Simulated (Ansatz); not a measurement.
## Electronic structure of FGeH5InO (charge +1) in real space

Input

```
crystal:
  periodic: [false, false, false]
  atoms:
    - {symbol: F, position_ang: [-0.954694, -0.238734, -0.852849]}
    - {symbol: Ge, position_ang: [-0.036138, -1.399313, 0.149575]}
    - {symbol: In, position_ang: [-1.715187, 1.426057, 0.660793]}
    - {symbol: O, position_ang: [-0.450563, -0.362899, 1.574681]}
    - {symbol: H, position_ang: [-0.476104, 2.534958, 0.401156]}
    - {symbol: H, position_ang: [-3.266599, 0.841184, 0.955302]}
    - {symbol: H, position_ang: [-0.386469, -0.691789, 2.482101]}
    - {symbol: H, position_ang: [-0.793069, -2.718753, 0.173156]}
    - {symbol: H, position_ang: [1.428501, -1.262762, -0.232797]}
basis:
  gaussian:
    orbitals: def2-TZVPD
hamiltonian:
  xc: {name: PBE0}
output:
  forces: true
  orbitals: {seedname: orbitals}
total_charge: 1
```

Command:

```sh
ansatz run input.yaml --threads 2 --pin off --max-ram 4350MiB --events-out events.jsonl --progress --plain --runs-dir runs
```

Geometry: PBE0-D3(BJ)/def2-SVP; core potentials replace the inner electrons of In.

All numbers below come from isolated molecule in a Gaussian basis; Kohn-Sham density functional theory, functional PBE0 in Ansatz.

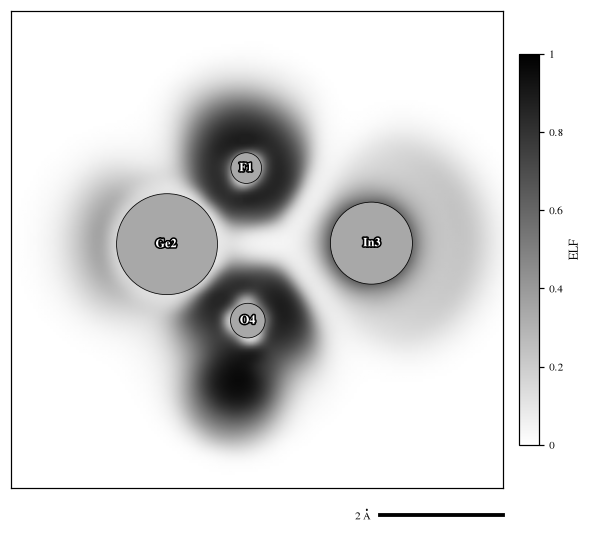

Figure 1. ELF on the plane of atoms Ge2, F1 and In3. Grey discs cover the atomic cores.

**Interpret the plot.**

- The section cuts through F, Ge, In and O sites.
- Ge–F (1.79 Å): the ELF peaks at about 0.80 in the valence shell of F, 0.5 Å from its nucleus, and is about 0.25 at the midpoint.
- Ge–O (1.81 Å): the ELF peaks at about 0.85 in the valence shell of O, 0.6 Å from its nucleus, and is about 0.35 at the midpoint.
- In–O (2.37 Å): the ELF is about 0.10 at the midpoint.
- In–F (2.38 Å): the ELF is about 0.05 at the midpoint.
- The ELF also peaks beside F1, away from the bonds: lone-pair regions.

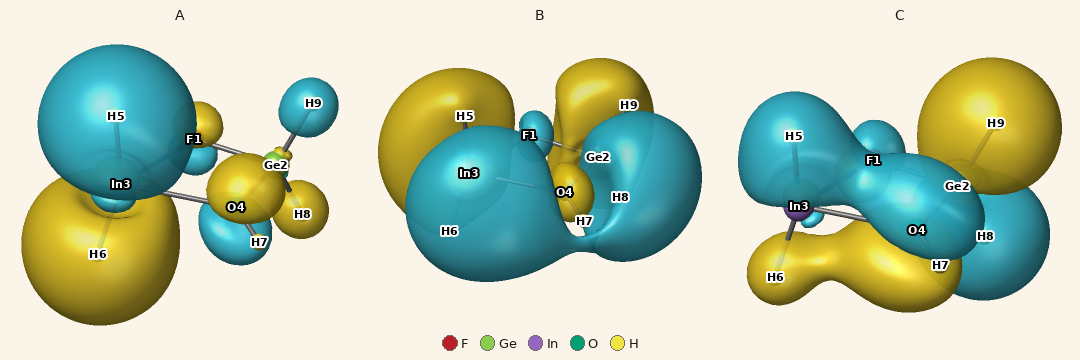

Figure 2. Three frontier orbitals at ±0.05 Å⁻³ᐟ² (yellow and cyan are the two phases), in no order.

**Order the three orbitals by energy and name them.**

C is the HOMO−1 (−14.56 eV). By Hirshfeld shares it lies mainly on O4 (about 35 %), Ge2 (about 20 %), H9 (about 15 %) and H8 (about 15 %). A is the HOMO (−13.50 eV). Its weight (Hirshfeld) is mainly on In3 (about 35 %), H6 (about 30 %) and H5 (about 25 %). B is the LUMO (−6.04 eV). Its weight (Hirshfeld) is mainly on In3 (about 45 %) and Ge2 (about 30 %).

**What is the HOMO–LUMO gap?**

7.46 eV between the orbital energies.

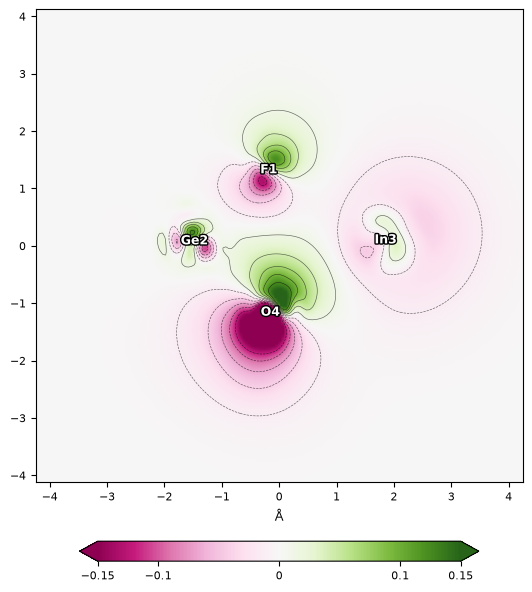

Figure 3. The HOMO−1 on the plane of atoms Ge2, F1 and In3 (values in Å⁻³ᐟ²; the overall sign is arbitrary).

**Where does this orbital lie, and at what energy?**

It lies mainly on O4 (about 35 %), Ge2 (about 20 %), H9 (about 15 %) and H8 (about 15 %). Its energy is −14.56 eV.
